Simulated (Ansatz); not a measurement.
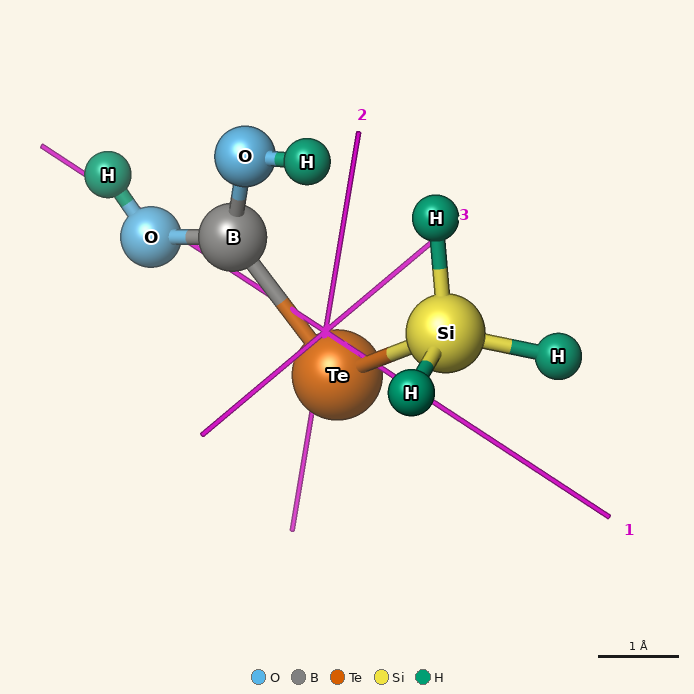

The three principal axes of inertia are drawn and numbered. Depth is shown by fading: the farther an atom, the more it takes the colour of the background. The geometry was computed by an optimisation with PBE0-D4/def2-TZVP. Masses are those of the most abundant isotopes; constants are for the rigid equilibrium geometry.

### Which line is the a axis (least moment of inertia), which b and which c?

a is line 1, b is line 2, c is line 3; the moments are 182, 321, 496 u Å².

### What kind of rotor is it, and what are its rotational constants in MHz?

An asymmetric top (C1): A = 2783, B = 1572, C = 1019 MHz. Ray's parameter κ is −0.37, nearer the prolate limit.
